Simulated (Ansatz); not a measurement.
**BFH₄O (built from SMILES BF.O): a reaction path by the nudged elastic band**

Aim: the minimum-energy path between two given structures and its highest point. Both ends were relaxed at PBE0-D4 in triple zeta.

Method: PBE0-D4/def2-SVP; program: Ansatz 0.2.0, Gaussian basis.

22 further runs of the same task are left out: 22 set aside as unsound or not needed.

### 1 The system as given

The first end: 7 atoms, charge 0, spin multiplicity 1.

Atoms are counted from 1 here; the program's logs count them from 0.

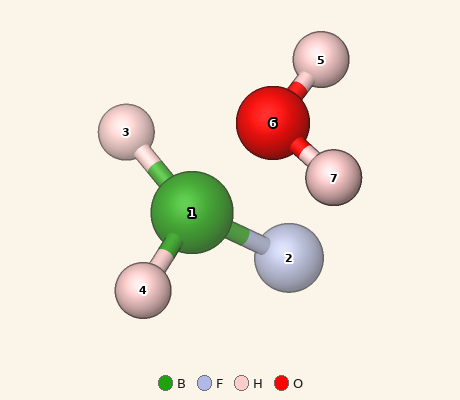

Start geometry, drawn with boron green, fluorine light blue, hydrogen pink, oxygen red; atoms are numbered from 1 in the order of the file.

Coordinates:

| atom | x (Å) | y (Å) | z (Å) |
| --- | --- | --- | --- |
| B1 | 0.0209 | -0.2777 | -0.6807 |
| F2 | -0.9024 | -1.2224 | -0.2911 |
| H3 | 1.1400 | -0.6957 | -0.8520 |
| H4 | -0.4023 | 0.5778 | -1.4192 |
| H5 | 0.5279 | 0.0196 | 1.4523 |
| O6 | 0.2394 | 0.6290 | 0.7611 |
| H7 | -0.6234 | 0.9692 | 1.0296 |

The second end:

```
B     0.4116    0.4812   -0.9301
F    -0.5534   -1.8817    1.6992
H     0.8764   -0.5002   -1.4216
H     0.4651    1.5676   -1.4298
H    -0.4170   -1.1194    1.1738
O    -0.2082    0.3231    0.2669
H    -0.5744    1.1293    0.6415
```

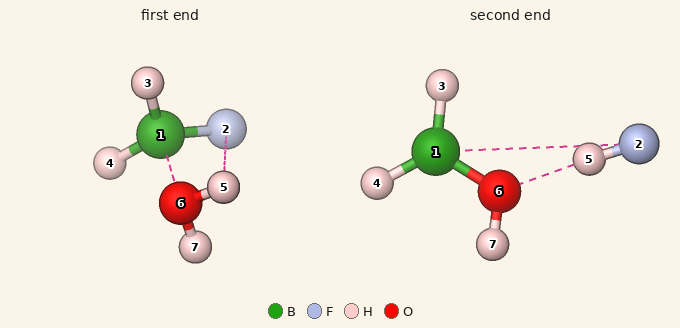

The two ends; dashed lines mark the contacts followed along the path.

### 2 The band at PBE0-D4/def2-SVP

neb/in.yaml reads:

```yaml
crystal:
  periodic: [false, false, false]
  atoms:
    - {symbol: B, position_ang: [0.020921, -0.277663, -0.680667]}
    - {symbol: F, position_ang: [-0.902444, -1.222351, -0.291107]}
    - {symbol: H, position_ang: [1.139957, -0.695703, -0.851978]}
    - {symbol: H, position_ang: [-0.402265, 0.577791, -1.419205]}
    - {symbol: H, position_ang: [0.527937, 0.019638, 1.452300]}
    - {symbol: O, position_ang: [0.239440, 0.629042, 0.761070]}
    - {symbol: H, position_ang: [-0.623445, 0.969245, 1.029587]}
basis:
  gaussian: {orbitals: def2-SVP}
hamiltonian: {xc: pbe0, dispersion: d4}
neb:
  images: 5
  climbing: true
  max_iterations: 40
  initial_path: idpp
  final_atoms:
    - {symbol: B, position_ang: [0.411562, 0.481249, -0.930117]}
    - {symbol: F, position_ang: [-0.553393, -1.881714, 1.699214]}
    - {symbol: H, position_ang: [0.876439, -0.500199, -1.421572]}
    - {symbol: H, position_ang: [0.465054, 1.567619, -1.429752]}
    - {symbol: H, position_ang: [-0.416972, -1.119388, 1.173834]}
    - {symbol: O, position_ang: [-0.208211, 0.323123, 0.266863]}
    - {symbol: H, position_ang: [-0.574377, 1.129310, 0.641531]}
```

Launch:

```bash
$ ansatz run in.yaml --threads 2 --pin off --events-out ev --progress --plain --max-ram 4352MiB
```

What it wrote:

```text
Functional definition: PBE0
  name "PBE0"
  cite "Adamo & Barone, J. Chem. Phys. 110, 6158 (1999) doi:10.1063/1.478522"
  cite "Perdew, Burke & Ernzerhof, Phys. Rev. Lett. 77, 3865 (1996) doi:10.1103/PhysRevLett.77.3865"
  parent pbe
  parameter a = 0.25
  parameter kappa = 0.804
  parameter beta = 0.06672455060314922
  exchange = (1 - a)*pbe_x(kappa = kappa, mu = beta*pi^2/3) + a*exact_x
  correlation = pbe_c(beta = beta)
664 factors; integrals over basis functions are off by at most 2.8e-4 eV
mean field evaluation 1: about -5493.6682 eV, gradient 4.0e1 eV
mean field evaluation 2: about -5492.6824 eV, gradient 4.9e1 eV
mean field evaluation 4: about -5496.4943 eV, gradient 7.1e-1 eV
mean field evaluation 8: about -5496.4942 eV, gradient 1.6e-2 eV
mean field -5496.49423547 eV, -201.9924374959 hartree, gradient 2.3e-5 eV, S^2 0.000000; 0 other end points of the search recorded, 0 dependent functions left out
the calculation of the forces begins
reference -5496.49425611 eV, -201.9924382545 hartree; 13, 13 occupied and 49, 49 virtual orbitals, 664 factors
[... from here to the last solve, the lines of the solves are left out (117 solves) ...]
WARN: NEB end point (image 0): max|allowed force component| = 2.745e-1 eV/Å (the criterion of neb.relax_end_points is 1.000e-2). That is over neb.f_tol: it is no minimum, so the barrier can be far off. Relax it first
WARN: NEB end point (image 6): max|allowed force component| = 2.699e-1 eV/Å (the criterion of neb.relax_end_points is 1.000e-2). That is over neb.f_tol: it is no minimum, so the barrier can be far off. Relax it first
NEB iter   1: max|band force component| = 5.686e0 eV/Å  barrier→ = 4.6820 eV  barrier← = 4.2907 eV  Δτ_max = 0.2000 Å  (157 SCF iters)
NEB iter   2: max|band force component| = 4.393e0 eV/Å  barrier→ = 3.1065 eV  barrier← = 2.7152 eV  Δτ_max = 0.2000 Å  (135 SCF iters)
NEB iter   3: max|band force component| = 2.938e1 eV/Å  barrier→ = 3.0326 eV  barrier← = 2.6413 eV  Δτ_max = 0.1010 Å  (133 SCF iters)
NEB iter   4: max|band force component| = 1.153e1 eV/Å  barrier→ = 1.4826 eV  barrier← = 1.0913 eV  Δτ_max = 0.2000 Å  (131 SCF iters)
NEB iter   5: max|band force component| = 8.486e0 eV/Å  barrier→ = 1.4217 eV  barrier← = 1.0304 eV  Δτ_max = 0.1907 Å  (129 SCF iters)
NEB iter   6: max|band force component| = 2.235e0 eV/Å  barrier→ = 0.8759 eV  barrier← = 0.4846 eV  Δτ_max = 0.0924 Å  (121 SCF iters)
NEB iter   7: max|band force component| = 1.256e0 eV/Å  barrier→ = 0.8209 eV  barrier← = 0.4296 eV  Δτ_max = 0.1534 Å  (121 SCF iters)
NEB iter   8: max|band force component| = 1.671e0 eV/Å  barrier→ = 0.7757 eV  barrier← = 0.3844 eV  Δτ_max = 0.0330 Å  (119 SCF iters)
NEB iter   9: max|band force component| = 6.862e-1 eV/Å  barrier→ = 0.7578 eV  barrier← = 0.3665 eV  CI = image 2  Δτ_max = 0.0770 Å  (114 SCF iters)
NEB iter  10: max|band force component| = 4.063e-1 eV/Å  barrier→ = 0.8303 eV  barrier← = 0.4390 eV  CI = image 2  Δτ_max = 0.0506 Å  (120 SCF iters)
NEB iter  11: max|band force component| = 4.956e-1 eV/Å  barrier→ = 0.8431 eV  barrier← = 0.4518 eV  CI = image 2  Δτ_max = 0.0196 Å  (112 SCF iters)
NEB iter  12: max|band force component| = 1.900e-1 eV/Å  barrier→ = 0.8335 eV  barrier← = 0.4422 eV  CI = image 2  Δτ_max = 0.0133 Å  (110 SCF iters)
665 factors; integrals over basis functions are off by at most 1.1e-3 eV
mean field evaluation 864: about -5490.4243 eV, gradient 3.8e1 eV
mean field -5495.67180964 eV, -201.9622139042 hartree, gradient 2.4e-6 eV, S^2 0.000000; 0 other end points of the search recorded, 0 dependent functions left out
the calculation of the forces begins
reference -5495.67182969 eV, -201.9622146410 hartree; 13, 13 occupied and 49, 49 virtual orbitals, 665 factors
NEB iter  13: max|band force component| = 3.174e-2 eV/Å  barrier→ = 0.8316 eV  barrier← = 0.4404 eV  CI = image 2  Δτ_max = 0.0000 Å  (1160 SCF iters)
Total energy: -5495.71360078 eV, -201.9637497002 hartree
Atom 0 at     0.221120    -0.035141    -0.556935 Å, force     0.020823     0.028459     0.002202 eV/Å
Atom 1 at    -0.453320    -1.348908     0.218608 Å, force    -0.011459     0.003212    -0.014810 eV/Å
Atom 2 at     1.309758    -0.391946    -0.928571 Å, force    -0.005393    -0.015552    -0.006980 eV/Å
Atom 3 at    -0.603751     0.402153    -1.324689 Å, force    -0.010660    -0.016927    -0.005302 eV/Å
Atom 4 at    -0.279598    -0.562578     0.955612 Å, force     0.011704    -0.005216     0.005687 eV/Å
Atom 5 at     0.236778     0.622501     0.783492 Å, force     0.001464     0.007213     0.030611 eV/Å
Atom 6 at    -0.430886     1.313919     0.852482 Å, force    -0.006480    -0.001190    -0.011408 eV/Å
Dipole moment:    -0.274506     0.320670     0.312240 e Å
```

It took 48 s on 2 threads of Intel Xeon 6975P-C, shared host.

The last band:

| image | path (Å) | energy (kcal/mol) | B1–O6 (Å) | F2–H5 (Å) | B1–F2 (Å) | H5–O6 (Å) |
| --- | --- | --- | --- | --- | --- | --- |
| 0 | 0.00 | 0.0 | 1.72 | 2.57 | 1.38 | 0.97 |
| 1 | 0.86 | 0.4 | 1.72 | 2.12 | 1.38 | 0.97 |
| 2 | 1.72 | 19.2 | 1.49 | 1.09 | 1.67 | 1.30 |
| 3 | 2.50 | 10.5 | 1.37 | 0.93 | 2.48 | 1.85 |
| 4 | 3.28 | 9.6 | 1.36 | 0.93 | 3.02 | 1.79 |
| 5 | 4.07 | 8.9 | 1.36 | 0.93 | 3.29 | 1.73 |
| 6 | 4.85 | 9.0 | 1.36 | 0.94 | 3.66 | 1.72 |

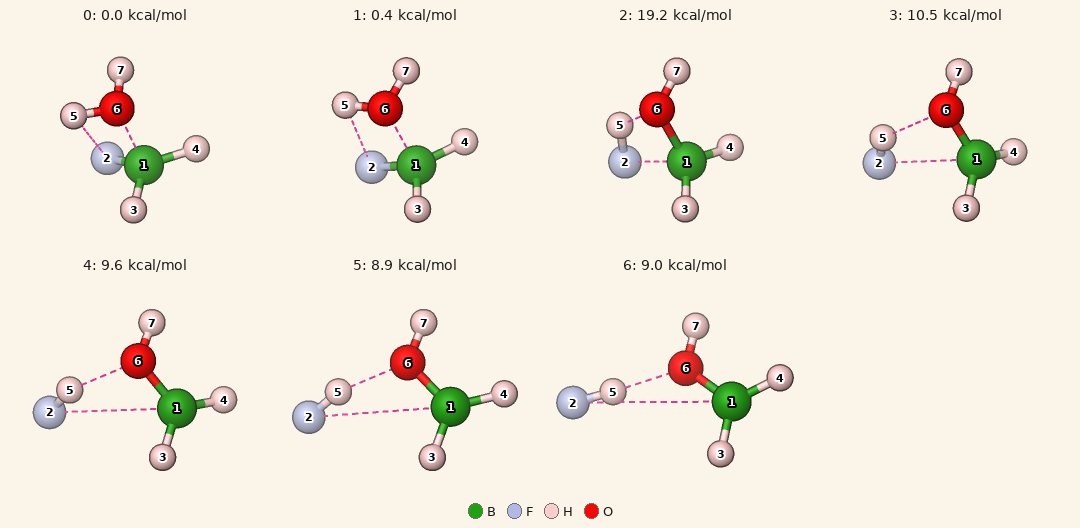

The images of the last band.

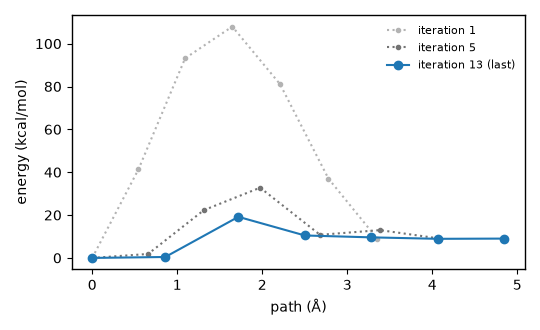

Energy along the path.

The highest image, 2:

```xyz
7

B     0.2211   -0.0351   -0.5569
F    -0.4533   -1.3489    0.2186
H     1.3098   -0.3919   -0.9286
H    -0.6038    0.4022   -1.3247
H    -0.2796   -0.5626    0.9556
O     0.2368    0.6225    0.7835
H    -0.4309    1.3139    0.8525
```

### 3 What came out

```
                                                                       quantity                                                    value
                                                PBE0-D4/def2-SVP, 13 iterations  highest 19.2 kcal/mol (image 2), last end +9.0 kcal/mol
from earlier runs: barrier over the separately found saddle, CCSD(T)/def2-TZVPP                                            22.0 kcal/mol
```

The highest image lies 19.2 kcal/mol above the first end, and it climbed, so it estimates the saddle. The ends are not quite minima at this level (largest force component 0.27 eV/Å), so the heights are unreliable: relaxing the first end would lower it and raise the barrier above it. The highest image is 2.8 kcal/mol below the CCSD(T) barrier in triple zeta, which comes from separate runs on the saddle.
